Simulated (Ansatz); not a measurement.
# Fields on a plane of Se (trigonal-Se type, space group P3_121)

```
CELL_PARAMETERS angstrom
      4.03908     0.00000     0.00000
     -2.01954     3.49795     0.00000
      0.00000     0.00000     5.12082
ATOMIC_POSITIONS crystal
  Se 0.24867 0.00000 0.83333
  Se 0.00000 0.24867 0.16667
  Se 0.75133 0.75133 0.50000
```

The slice is a (0001) plane (indices of the conventional cell) through the point (0.000, 0.249, 0.167) (fractional), spanned by u = [110] and v = [1 -1 0] in vectors of this cell: u (4.04 Å) and v (7.00 Å, at 90° to u). It covers one period; positions are fractions (u, v).

Atoms on it: Se at (0.00, 0.00); Se at (0.50, 0.50).

Method: PBEsol (plane waves to 420 eV, PAW, scalar-relativistic; Ansatz, a quantum-chemistry and plane-wave program). k mesh 9×9×7. Near the nuclei the fields are pseudised (PAW); where an atom keeps semicore shells as valence, they peak there. Se was relaxed with its symmetry unable to fall.

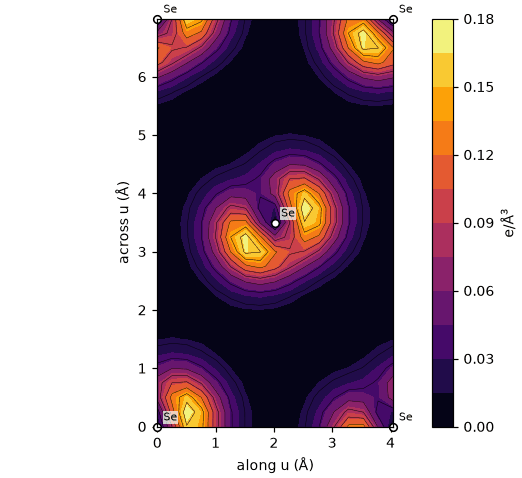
Figure: Density of the highest valence band (whole band, smooth part) in e/Å³, one period of the plane, atoms marked. 

```tsv
v \ u	0.00	0.12	0.25	0.38	0.50	0.62	0.75	0.88
0.86	x	-1.5	3.8	5.6	5.8	5.6	4.2	-1.0
0.71	5.8	5.5	5.1	4.2	3.6	4.4	5.6	5.9
0.57	5.5	4.3	-2.1	x	x	x	-0.8	5.1
0.43	5.9	5.2	-0.8	x	x	x	-1.0	5.2
0.29	5.2	5.4	5.6	5.1	4.5	4.8	5.4	5.4
0.14	x	-1.6	4.1	5.7	5.5	4.9	3.0	-2.6
0.00	x	x	<-3.0	4.8	5.7	4.4	<-3.0	x
```

Values: electrostatic potential energy of an electron, from the cell's mean, in eV. Points within 1 Å of a nucleus are blanked (x), as the pseudised field means little there. Values under -3 eV are set to -3. The zero, the cell's mean, hangs on the PAW cores.
